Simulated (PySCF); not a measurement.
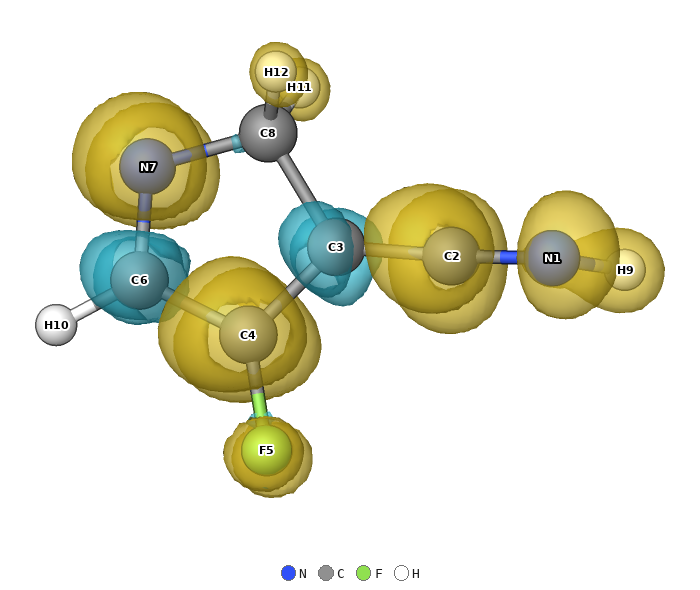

C5H4FN2 (doublet). Isosurfaces of the spin density (α minus β) at +0.02 (yellow) and −0.02 e/Å³ (cyan), seen across its widest extent.

Geometry: GFN2-xTB.

Computed with UKS B3LYP, pcH-1 on C F H N, non-relativistic, mean-field spin-orbit, GIAO (PySCF).

```
atom    x (Å)    y (Å)    z (Å)
   N   2.7933   0.3111  -0.6303
   C   1.6645   0.1098  -0.2523
   C   0.3603   0.0791  -0.0471
   C  -0.4272   0.7215   0.9327
   F   0.0353   1.5649   1.8645
   C  -1.7624   0.3206   0.7658
   N  -1.9240  -0.5160  -0.2154
   C  -0.6532  -0.7584  -0.8238
   H   3.6182  -0.1846  -0.3241
   H  -2.5918   0.6483   1.3661
   H  -0.4240  -1.8277  -0.7834
   H  -0.6879  -0.4694  -1.8787
```

**Which atoms carry the spin?**

The unpaired spin (1 electron) lies mostly on N7 (about 0.3), C4 (about 0.3), C2 (about 0.2) and N1 (about 0.1), in electrons by Hirshfeld's partition.
